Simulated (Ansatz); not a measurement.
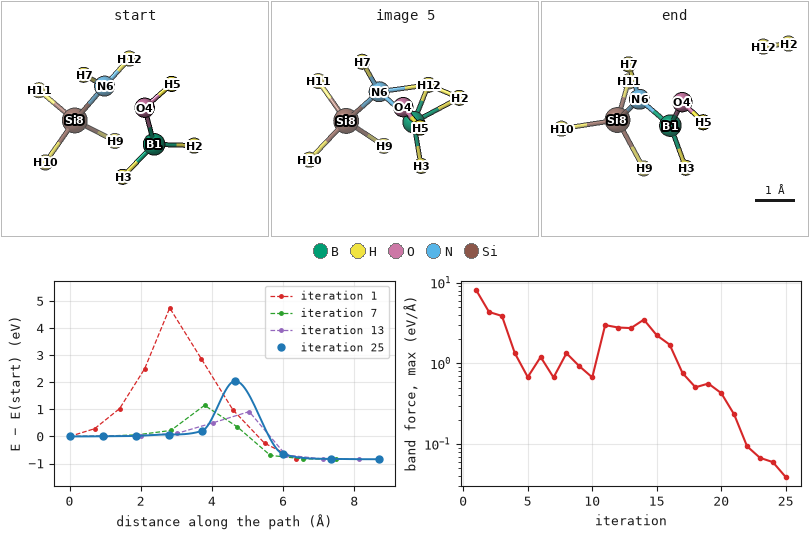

A nudged-elastic-band calculation for BSiNH8O, made up at the start of BH₃O and SiNH$_{5}$. Images are numbered from 0 (start) to 8 (end). The plot follows the band through its iterations. Style: ball-and-stick. Shown from a free direction.

All numbers below come from RHF/6-31G* in Ansatz 0.2.0. Settings: 7 movable images; climbing image; force threshold 0.05 eV/Å; iteration limit 60; starting path through a guess of the saddle point.

**Did the band converge, and can the barrier be trusted?**

The result is final at these settings. The band converged in 25 iterations. The largest component of the band force went from 8.1 to 0.039 eV/Å. The climbing image converged on the top of the path. Its vibrational analysis gives one imaginary mode (2026i cm⁻¹), as a transition state must have. The first iteration put the highest image at 4.75 eV. The highest point, image 5, lies 2.05 eV above the start and 2.89 eV above the end; the end is at −0.84 eV relative to the start.

Limits of the set-up: the start holds two separate molecules, 2.9 Å apart at their closest, whose relative position is a soft coordinate and is computed without a dispersion correction; Hartree-Fock leaves out electron correlation.
